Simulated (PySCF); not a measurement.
# C6H10ClNSi: what the fields show

```xyz
19

C    -1.6758   -1.5985    0.6630
N    -1.5930   -0.3488    0.7214
C    -0.6110    0.4057    0.0039
C    -1.2810    1.6945   -0.4740
C     0.0311   -0.3264   -1.1475
C     1.2863   -0.7194   -1.0132
Cl    2.1259   -1.6036   -2.2521
C     2.0565   -0.4043    0.2278
Si    0.8633    0.7028    1.2269
H    -2.4315   -2.0815    1.2661
H    -1.0450   -2.2491    0.0509
H    -1.7567    2.1900    0.3676
H    -2.0455    1.4680   -1.2158
H    -0.5490    2.3633   -0.9196
H    -0.5639   -0.5362   -2.0234
H     2.9981    0.0809   -0.0295
H     2.3180   -1.3280    0.7468
H     1.2773    2.1066    1.2270
H     0.5861    0.1930    2.5663
```

Geometry: GFN2-xTB.

Computed with PBE0/pcSseg-1, SCF density, gas phase, non-relativistic in PySCF.

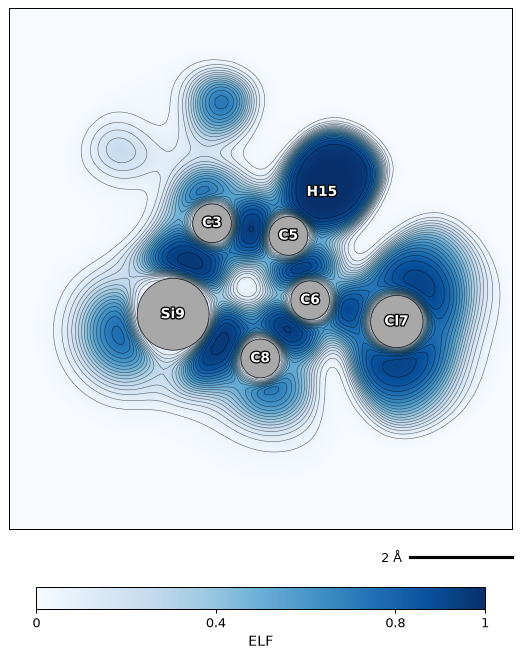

Figure 1. Electron localisation function on the plane of atoms C6, C5 and H15. Grey discs cover the atomic cores.

Describe what can be read from this map.

Answer. Atoms in the plane: C, Cl, Si and H.
C–C (1.32 Å): the ELF peaks at about 0.95 between the atoms: a multiple bond.
C–Cl (1.74 Å): the ELF peaks at about 0.90 between the atoms: localised, covalent bonding.
C–Si (1.91 Å): the ELF peaks at about 0.95 between the atoms, as expected for localised, covalent bonding.
C–H (1.08 Å): the ELF climbs to about 1 towards the hydrogen, as it does in any bond to H; an ordinary covalent bond to hydrogen.
C–C (1.49 Å): the ELF peaks at about 0.95 between the atoms, as expected for a shared electron pair.
The ELF also peaks beside Cl7, away from the bonds: lone-pair regions.

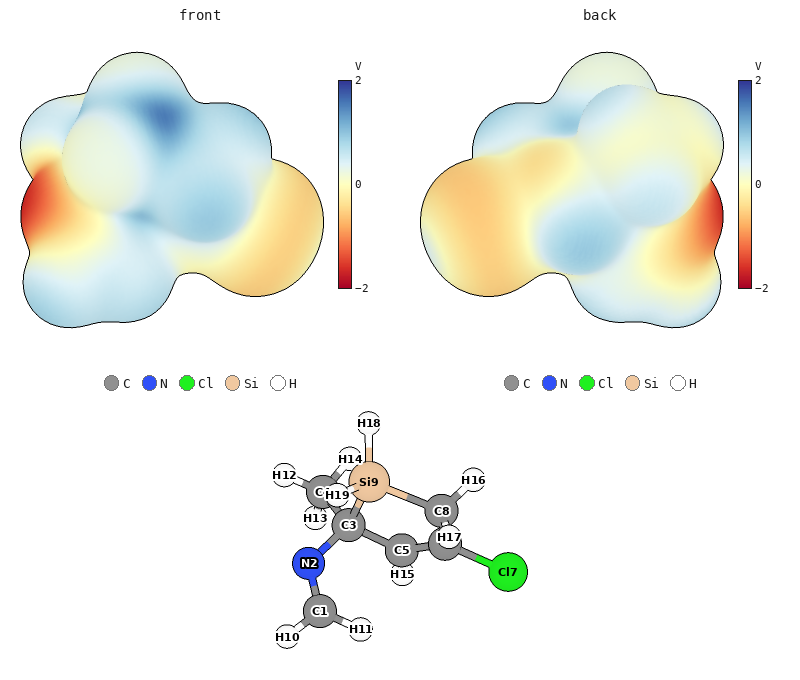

Figure 2. The molecular electrostatic potential painted on the density surface at 0.002 e/bohr³, seen from the front and from behind; the colour scale runs from red (negative) to blue (positive). The bare structure is drawn below in the same view.

Which sites attract a positive test charge, and which a negative one?

Answer. A positive charge is drawn to the negative regions and a negative charge to the positive ones. The most negative region (about −1.6 V) lies over N2, the most positive (about +1.4 V) over Si9. Cl7 shows a σ-hole: about +0.3 V at the tip opposite its bond, against about −0.5 V on its flanks. N2 is the likeliest acceptor of a hydrogen bond.
